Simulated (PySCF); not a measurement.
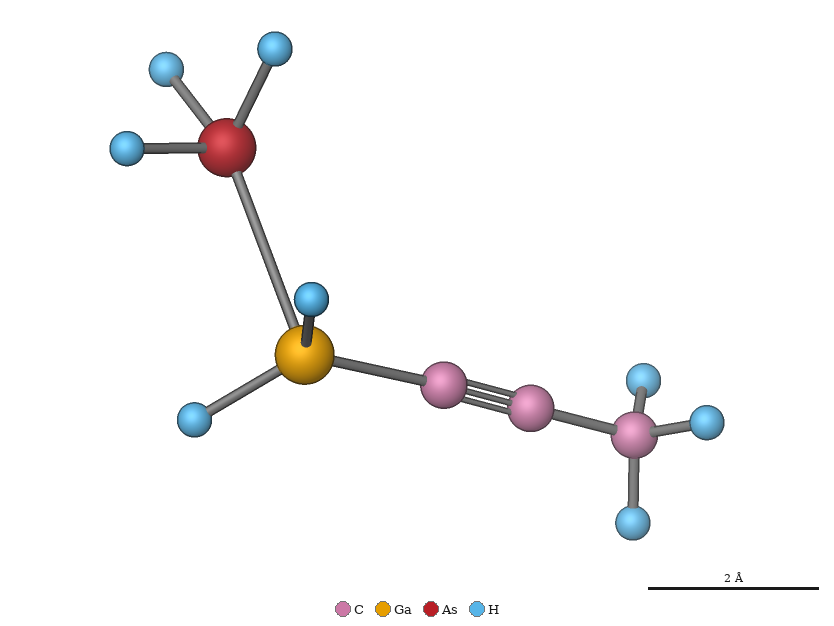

A ball-and-stick model of a molecule.

The geometry was computed by an optimisation with GFN2-xTB. No frequency run is at hand to confirm it as a minimum.

Describe the molecule.

It has 13 atoms: 3 carbon, 8 hydrogen, 1 arsenic and 1 gallium (C3H8AsGa). As SMILES it reads `CC#[C][GaH2-][AsH3+]`. Among its groups: alkyne. The point group is C1. Coordination, clear cases only: 1 C tetrahedral; 2 C linear.

More results for the same structure follow; atom numbers are the same in all pictures, views and colours differ.

## Electronic properties

No frequency run is at hand to confirm it as a minimum. Method: CAM-B3LYP/def2-SVPD, gas phase (PySCF 2.14.0). Excitations: vertical, linear response.

Give the lowest vertical singlet excitation at this level.

5.00 eV.

Estimate the brightest of the 8 lowest singlets.

6.86 eV.

Give the HOMO energy (Kohn–Sham orbital) at this level.

−8.37 eV.

Give the LUMO energy (Kohn–Sham orbital) at this level.

−0.27 eV.

## Dipole moment

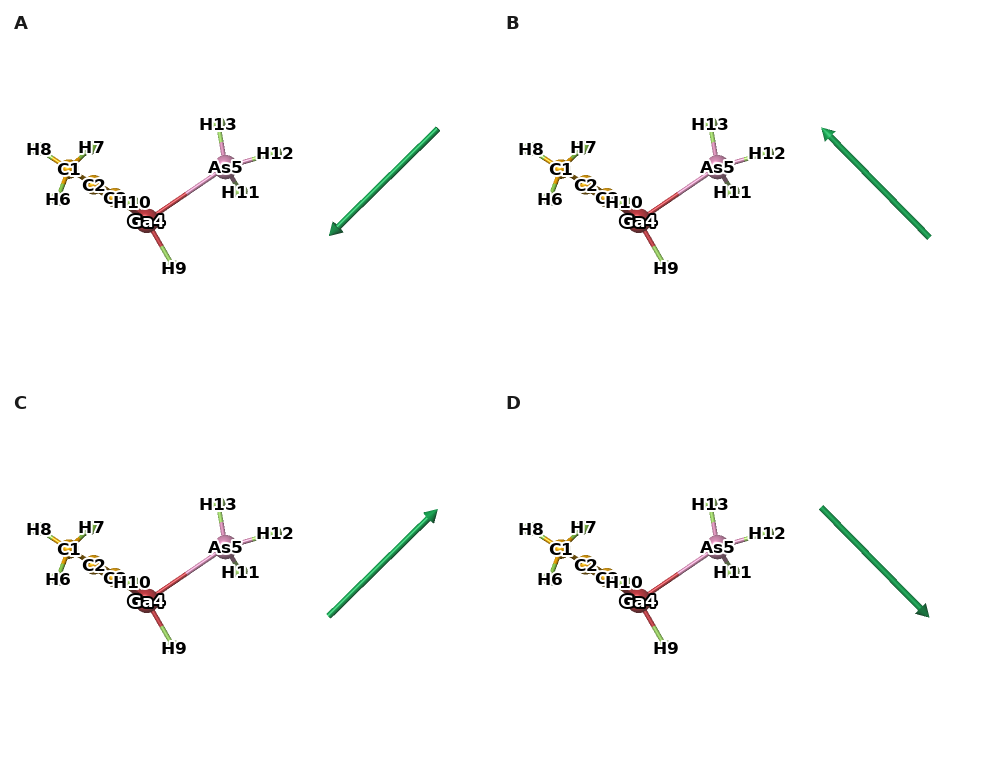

The same molecule four times, each with an arrow. No frequency run is at hand to confirm it as a minimum. Properties computed with CAM-B3LYP/def2-SVPD, gas phase (PySCF 2.14.0).

Which arrow points along the dipole moment, from the negative to the positive end?

C. The dipole moment is 2.55 D; it points from the side of H6 to the side of H12 (the outermost atoms at the two ends).

## Polarisability

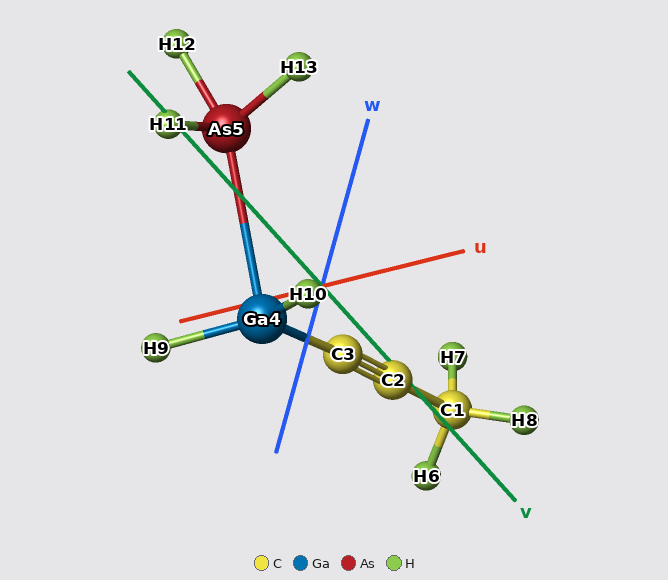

The lines u, v and w are the principal axes of the static dipole polarisability. No frequency run is at hand to confirm it as a minimum. Method: CAM-B3LYP/def2-SVPD (PySCF 2.14.0).

Along which axis is the molecule most polarisable, and along which least?

Most along v (close to the long direction C1···As5), least along u.

Give the three principal values.

u 81.4, v 134.2, w 95.2 bohr³; mean 103.6, anisotropy 47.4 bohr³.

The geometry is semi-empirical. Around As, Ga such bond lengths and angles can be off by a tenth of an ångström or more and by several degrees, and values that hang on the shape move with them.
